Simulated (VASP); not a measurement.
Band structure of GeRh (relaxed from the CsCl structure, space group Pm-3m). All values below come from PBEsol GGA, VASP's PBE PAW potentials (set 64) (plane waves; VASP).

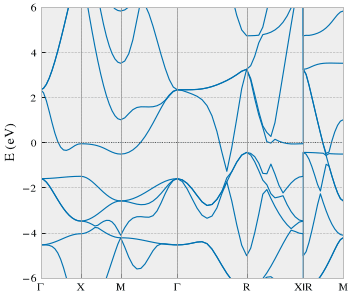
Bands along high-symmetry lines, zero at the valence-band maximum or, without a gap, the Fermi level

Q: Read the plot: is there a gap, and where are the band edges?

A: It has no gap at this level: it comes out as a metal or semimetal. (Edges off the drawn lines would not show.)

The structure was generated: GeRh was put into the CsCl type (Pm-3m), which need not be its known phase. It was relaxed first. The electron count is odd and the run is not spin-polarised, which forces a metal.
